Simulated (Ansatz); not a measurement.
**CBr2Cl2 (dibromodichloromethane): a chain of runs**

Wanted: a structure relaxation (singlet CBr2Cl2, B3LYP5/6-31G), then the harmonic vibrations (singlet CBr2Cl2, B3LYP5/6-31G), then a single-point energy (singlet CBr2Cl2, CCSD(T)/STO-3G), then a single-point energy (doublet [CBr2Cl2]+, UCCSD(T)/STO-3G), then a structure relaxation (doublet [CBr2Cl2]+, UB3LYP5/6-31G) of CBr2Cl2. 

The calculation is run with Ansatz 0.2.0.

### Step 1. The system as given

The species is CBr2Cl2 (5 atoms), meant as a singlet with charge 0. As SMILES, `ClC(Cl)(Br)Br`. All atoms were displaced at random from a relaxed shape. The run starts from this shape.

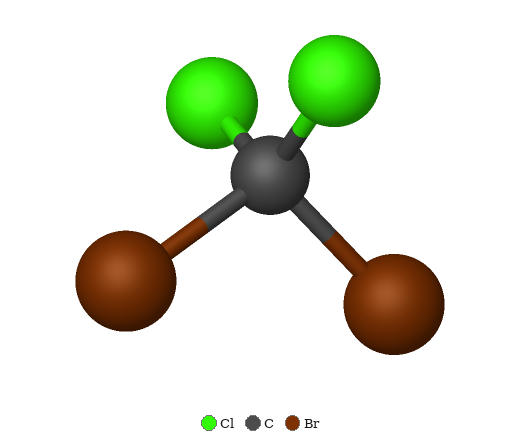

The structure, seen from a chosen angle (chlorine green, carbon dark grey, bromine brown).

### Step 2. A geometry optimisation at B3LYP5/6-31G (run 1)

input.yaml

```yaml
crystal:
  periodic: [false, false, false]
  atoms:
    - symbol: Cl
      position_ang: [0.608413, -0.951504, 1.294650]
    - symbol: C
      position_ang: [-0.010935, -0.057557, 0.110342]
    - symbol: Cl
      position_ang: [-1.362359, 0.929470, 0.515274]
    - symbol: Br
      position_ang: [-0.434825, -1.172156, -1.452738]
    - symbol: Br
      position_ang: [1.480873, 1.210770, -0.587149]
basis:
  gaussian:
    orbitals: 6-31G
hamiltonian:
  xc: {name: B3LYP5}
relax: {}
```

Launch:

```
$ ansatz run input.yaml --threads 1 --pin off --max-ram 2610MiB --events-out events.jsonl --progress --plain --runs-dir runs
```

Standard output:

```text
Warning: RAYON_NUM_THREADS=1 ignored (pool sized by the plan → 1); use --threads N
The last accepted step is kept in runs//last_step.txt (removed where the run ends without a failure and the disk answers)
[... 46 lines left out ...]
Total energy: -166141.80371592 eV, -6105.5986716007 hartree
[... 5 lines left out ...]
Dipole moment:     0.051332     0.002031    -0.115974 e Å
```

Wall time 43 s (1 thread of Arm Neoverse V1, shared host); peak memory 0.25 GiB.

The path in brief:

| step | energy from the first frame kept (eV) | largest force (eV/Å) |
| --- | --- | --- |
| 1 | 0.0000 | 7.0264 |
| 2 | -0.6056 | 3.4310 |
| 3 | -0.9696 | 0.1951 |
| 4 | -0.9720 | 0.0157 |
| 5 | -0.9721 | 0.0079 |

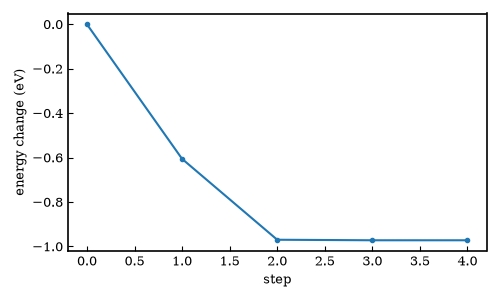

Energy along the run.

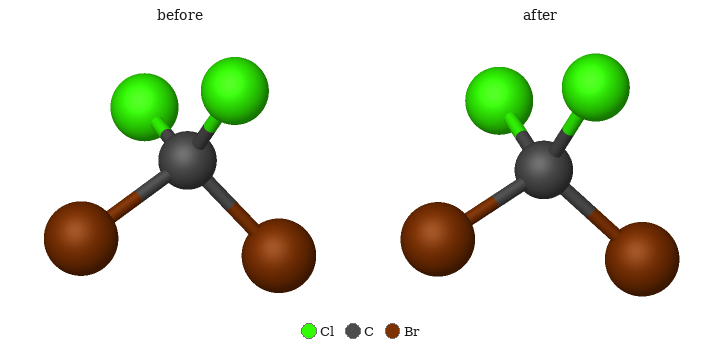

Before and after, at one scale.

After the run. Bond lengths: Cl1–C2 1.862 Å, C2–Cl3 1.862 Å, C2–Br4 1.997 Å, C2–Br5 1.997 Å. Angles: Cl1–C2–Cl3 108.5°, Cl1–C2–Br4 109.5°, Cl1–C2–Br5 109.5°, Cl3–C2–Br4 109.5°, Cl3–C2–Br5 109.4°, Br4–C2–Br5 110.5°.

### Step 3. Vibrational wavenumbers at B3LYP5/6-31G (run 2)

run.yaml

```yaml
crystal:
  periodic: [false, false, false]
  atoms:
    - {symbol: Cl, position_ang: [0.647696, -1.029890, 1.432226]}
    - {symbol: C, position_ang: [0.047959, -0.008899, -0.005365]}
    - {symbol: Cl, position_ang: [-1.434690, 0.974366, 0.545283]}
    - {symbol: Br, position_ang: [-0.474880, -1.215964, -1.507618]}
    - {symbol: Br, position_ang: [1.495083, 1.239410, -0.584148]}
basis:
  gaussian:
    orbitals: 6-31G
hamiltonian:
  xc: {name: B3LYP5}
phonons:
  temperatures: {t_min: 200, t_max: 1000, t_step: 200}
```

Launch:

```
$ ansatz run run.yaml --threads 1 --pin off --max-ram 2610MiB --events-out events.jsonl --progress --plain --runs-dir runs
```

Standard output:

```text
Warning: RAYON_NUM_THREADS=1 ignored (pool sized by the plan → 1); use --threads N
[... 172 lines left out ...]
Total energy: -166141.80372127 eV, -6105.5986717974 hartree
[... 5 lines left out ...]
Dipole moment:     0.051333     0.002031    -0.115974 e Å
Vibrations: 148.74 165.22 221.27 229.20 253.64 346.38 648.62 656.96 657.15 cm⁻¹, zero-point energy 0.206259 eV
```

Wall time 2.6 min (1 thread of Arm Neoverse V1, shared host); peak memory 0.25 GiB.

### Step 4. The energy at CCSD(T)/STO-3G (run 3)

in.yaml

```yaml
crystal:
  periodic: [false, false, false]
  atoms:
    - {symbol: Cl, position_ang: [0.647696, -1.029890, 1.432226]}
    - {symbol: C, position_ang: [0.047959, -0.008899, -0.005365]}
    - {symbol: Cl, position_ang: [-1.434690, 0.974366, 0.545283]}
    - {symbol: Br, position_ang: [-0.474880, -1.215964, -1.507618]}
    - {symbol: Br, position_ang: [1.495083, 1.239410, -0.584148]}
basis:
  gaussian: {orbitals: STO-3G}
output: {orbitals: {seedname: orbitals}}
scf: {omitted_lower_state_checks: [cluster_reference]}
correlation: {method: ccsd_t}
```

Launch:

```
$ ansatz run in.yaml --threads 1 --pin off --max-ram 2610MiB --events-out events.jsonl --progress --plain --runs-dir runs
```

Standard output:

```text
Warning: RAYON_NUM_THREADS=1 ignored (pool sized by the plan → 1); use --threads N
Functional definition: HF
  name "HF"
  exchange = exact_x
  correlation = 0
these checks for a lower state are left out or cut short: cluster_reference
627 factors; integrals over basis functions are off by at most 2.3e-5 eV
mean field evaluation 1: about -164234.5716 eV, gradient 5.0e1 eV
mean field evaluation 2: about -164234.6769 eV, gradient 5.0e1 eV
mean field evaluation 4: about -164244.2759 eV, gradient 1.6e0 eV
mean field evaluation 8: about -164244.2906 eV, gradient 5.0e-2 eV
mean field -164244.29056944 eV, -6035.8663496484 hartree, gradient 2.2e-6 eV, S^2 0.000000; 0 other end points of the search recorded, 0 dependent functions left out
29 core orbitals not correlated: weight in the atoms' cores, before any rotation towards them, 1.000 or more for the frozen orbitals, at most 0.000 for the correlated occupied ones
reference -164244.29056944 eV, -6035.8663496484 hartree; 26, 26 occupied and 4, 4 virtual orbitals, 627 factors
second order -3.05681049 eV of doubles, -0.00000000 eV of singles
cycle   1  -3.25362446 eV  change   -2.0e-1 eV  update   7.5e-2
cycle   2  -3.45949042 eV  change   -2.1e-1 eV  update   2.7e-2
cycle   3  -3.53403774 eV  change   -7.5e-2 eV  update   1.1e-2
cycle   4  -3.53905393 eV  change   -5.0e-3 eV  update   2.4e-3
cycle   5  -3.54057594 eV  change   -1.5e-3 eV  update   9.0e-4
cycle   6  -3.54096065 eV  change   -3.8e-4 eV  update   3.0e-4
cycle   7  -3.54094222 eV  change    1.8e-5 eV  update   6.7e-5
cycle   8  -3.54098176 eV  change   -4.0e-5 eV  update   2.1e-5
perturbative correction -0.07780844 eV, -0.0028594075 hartree
Total energy: -164247.90935964 eV, -6035.9993377354 hartree
Checks for a lower state left out: cluster_reference
```

It took 2.5 s on 1 thread of Arm Neoverse V1, shared host; peak memory 0.13 GiB.

### Step 5. The doublet cation: a single-point energy at UCCSD(T)/STO-3G (run 4)

in.yaml

```yaml
crystal:
  periodic: [false, false, false]
  atoms:
    - symbol: Cl
      position_ang: [0.647696, -1.029890, 1.432226]
    - symbol: C
      position_ang: [0.047959, -0.008899, -0.005365]
    - symbol: Cl
      position_ang: [-1.434690, 0.974366, 0.545283]
    - symbol: Br
      position_ang: [-0.474880, -1.215964, -1.507618]
    - symbol: Br
      position_ang: [1.495083, 1.239410, -0.584148]
basis:
  gaussian:
    orbitals: STO-3G
scf:
  omitted_lower_state_checks: [cluster_reference]
magnetization:
  spin_polarized: true
  initial_magnetization: 1
total_charge: 1
correlation:
  method: ccsd_t
```

Launch:

```
$ ansatz run in.yaml --threads 1 --pin off --max-ram 2610MiB --events-out events.jsonl --progress --plain --runs-dir runs
```

Standard output:

```text
Warning: RAYON_NUM_THREADS=1 ignored (pool sized by the plan → 1); use --threads N
Functional definition: HF
  name "HF"
  exchange = exact_x
  correlation = 0
these checks for a lower state are left out or cut short: cluster_reference
626 factors; integrals over basis functions are off by at most 2.3e-5 eV
mean field evaluation 1: about -164227.4439 eV, gradient 3.1e1 eV
mean field evaluation 2: about -164227.5524 eV, gradient 3.1e1 eV
mean field evaluation 4: about -164235.1182 eV, gradient 1.4e0 eV
mean field evaluation 8: about -164235.2145 eV, gradient 6.1e-2 eV
mean field evaluation 16: about -164235.5243 eV, gradient 6.6e-2 eV
mean field evaluation 32: about -164233.9535 eV, gradient 4.8e0 eV
mean field evaluation 64: about -164234.6404 eV, gradient 6.1e0 eV
mean field evaluation 96: about -164235.2088 eV, gradient 1.8e-2 eV
mean field -164235.51859037 eV, -6035.5439853633 hartree, gradient 3.0e-6 eV, S^2 0.757451; 9 other end points of the search recorded, 0 dependent functions left out
29 core orbitals not correlated: weight in the atoms' cores, before any rotation towards them, 1.000 or more for the frozen orbitals, at most 0.000 for the correlated occupied ones
reference -164235.51859037 eV, -6035.5439853633 hartree; 26, 25 occupied and 4, 5 virtual orbitals, 626 factors
second order -3.16712135 eV of doubles, -0.00000000 eV of singles
cycle   1  -3.37268418 eV  change   -2.1e-1 eV  update   8.6e-2
cycle   2  -3.61216479 eV  change   -2.4e-1 eV  update   3.9e-2
cycle   3  -3.71243529 eV  change   -1.0e-1 eV  update   2.6e-2
cycle   4  -3.73488012 eV  change   -2.2e-2 eV  update   1.9e-2
cycle   5  -3.74889709 eV  change   -1.4e-2 eV  update   1.5e-2
cycle   6  -3.76302769 eV  change   -1.4e-2 eV  update   1.2e-2
cycle   7  -3.77590377 eV  change   -1.3e-2 eV  update   9.6e-3
cycle   8  -3.78577432 eV  change   -9.9e-3 eV  update   6.4e-3
cycle   9  -3.79344689 eV  change   -7.7e-3 eV  update   4.0e-3
cycle  10  -3.79518198 eV  change   -1.7e-3 eV  update   2.0e-3
cycle  11  -3.79456582 eV  change    6.2e-4 eV  update   1.0e-3
cycle  12  -3.79535854 eV  change   -7.9e-4 eV  update   4.6e-4
cycle  13  -3.79550153 eV  change   -1.4e-4 eV  update   2.0e-4
cycle  14  -3.79534953 eV  change    1.5e-4 eV  update   1.2e-4
cycle  15  -3.79528169 eV  change    6.8e-5 eV  update   8.2e-5
cycle  16  -3.79529726 eV  change   -1.6e-5 eV  update   5.5e-5
perturbative correction -0.15232427 eV, -0.0055978136 hartree
Total energy: -164239.46621190 eV, -6035.6890577788 hartree
Checks for a lower state left out: cluster_reference
```

Wall time 20 s (1 thread of Arm Neoverse V1, shared host); peak memory 0.23 GiB.

### Step 6. The doublet cation: a geometry optimisation at UB3LYP5/6-31G (run 5)

input.yaml

```yaml
basis:
  gaussian: {orbitals: 6-31G}
crystal:
  periodic: [false, false, false]
  atoms:
    - symbol: Cl
      position_ang: [0.647696, -1.029890, 1.432226]
    - symbol: C
      position_ang: [0.047959, -0.008899, -0.005365]
    - symbol: Cl
      position_ang: [-1.434690, 0.974366, 0.545283]
    - symbol: Br
      position_ang: [-0.474880, -1.215964, -1.507618]
    - symbol: Br
      position_ang: [1.495083, 1.239410, -0.584148]
total_charge: 1
magnetization: {spin_polarized: true, initial_magnetization: 1}
hamiltonian: {xc: {name: B3LYP5}}
relax: {}
```

Launch:

```
$ ansatz run input.yaml --threads 1 --pin off --max-ram 2610MiB --events-out events.jsonl --progress --plain --runs-dir runs
```

Standard output:

```text
Warning: RAYON_NUM_THREADS=1 ignored (pool sized by the plan → 1); use --threads N
The last accepted step is kept in runs//last_step.txt (removed where the run ends without a failure and the disk answers)
[... 56 lines left out ...]
Total energy: -166131.44210476 eV, -6105.2178894140 hartree
[... 5 lines left out ...]
Dipole moment:     0.050278     0.002203    -0.113158 e Å
```

It took 2.6 min on 1 thread of Arm Neoverse V1, shared host; peak memory 0.53 GiB.

Step by step:

| step | energy from the first frame kept (eV) | largest force (eV/Å) |
| --- | --- | --- |
| 1 | 0.0000 | 1.1416 |
| 2 | -0.0996 | 1.1318 |
| 3 | -0.1589 | 0.6129 |
| 4 | -0.1821 | 0.2780 |
| 5 | -0.1899 | 0.0192 |
| 6 | -0.1900 | 0.0013 |

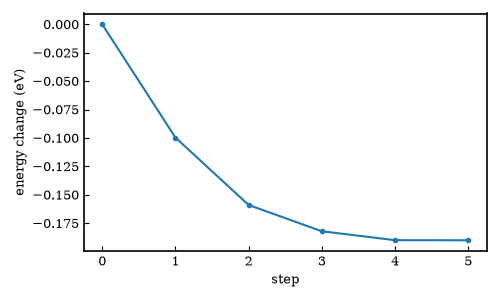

Energy along the run.

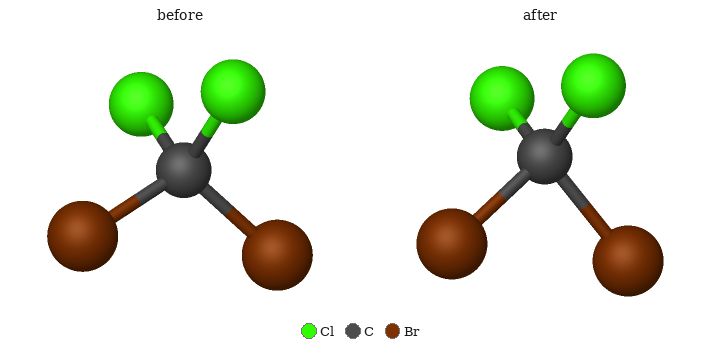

Before and after, at one scale.

After the run. Bond lengths: Cl1–C2 1.789 Å, C2–Cl3 1.789 Å, C2–Br4 2.072 Å, C2–Br5 2.072 Å. Angles: Cl1–C2–Cl3 114.3°, Cl1–C2–Br4 112.2°, Cl1–C2–Br5 112.2°, Cl3–C2–Br4 112.2°, Cl3–C2–Br5 112.2°, Br4–C2–Br5 91.6°.

### Step 7. Outcome

| quantity | value |
| --- | --- |
| run 1, B3LYP5/6-31G: total energy at the end | -6105.59867 Eh |
| run 1, B3LYP5/6-31G: dipole moment | 0.61 D |
| run 2, B3LYP5/6-31G: largest force on an atom | 0.008 eV/Å |
| run 2, B3LYP5/6-31G: lowest harmonic wavenumber | 149 cm⁻¹ |
| run 2, B3LYP5/6-31G: highest harmonic wavenumber | 657 cm⁻¹ |
| run 2, B3LYP5/6-31G: zero-point energy | 19.9 kJ/mol |
| run 3, CCSD(T)/STO-3G: total energy | -6035.99934 Eh |
| run 3, CCSD(T)/STO-3G: HOMO energy (Hartree–Fock orbitals) | -9.62 eV |
| run 3, CCSD(T)/STO-3G: LUMO energy (Hartree–Fock orbitals) | 4.42 eV |
| run 3, CCSD(T)/STO-3G: HOMO–LUMO gap (Hartree–Fock orbitals) | 14.04 eV |
| run 3, CCSD(T)/STO-3G: correlation energy (29 core orbitals frozen) | -133.0 mEh |
| run 3, CCSD(T)/STO-3G: (T) correction | -2.86 mEh |
| run 3, CCSD(T)/STO-3G: T1 diagnostic | 0.006 |
| doublet cation, run 4: total energy | -6035.68906 Eh |
| doublet cation, run 4: correlation energy (29 core orbitals frozen) | -145.1 mEh |
| doublet cation, run 4: (T) correction | -5.60 mEh |
| doublet cation, run 4: ⟨S²⟩ of the reference determinant | 0.757 |
| doublet cation, run 4: T1 diagnostic | 0.039 |
| doublet cation, run 5: total energy at the end | -6105.21789 Eh |
| doublet cation, run 5: ⟨S²⟩ | 0.753 |
| vertical ionisation energy (to the doublet cation), CCSD(T)/STO-3G | 8.443 eV |
| adiabatic ionisation energy (to the doublet cation, no zero-point term), B3LYP5/6-31G | 10.362 eV |

At CCSD(T)/STO-3G: the vertical ionisation energy comes to 8.44 eV (195 kcal/mol). In a minimal basis such a difference can be off by several eV, whatever the method. At B3LYP5/6-31G: the adiabatic ionisation energy (to the doublet cation, no zero-point term) is 10.36 eV (239 kcal/mol). The optimisation (run 1, B3LYP5/6-31G) took 4 steps and changed the energy by -0.972 eV. Mulliken charges (run 1, B3LYP5/6-31G) run from -0.70 on C2 to +0.22 on Br4. All 9 modes (run 2, B3LYP5/6-31G) are real, so the shape is a minimum at this level.
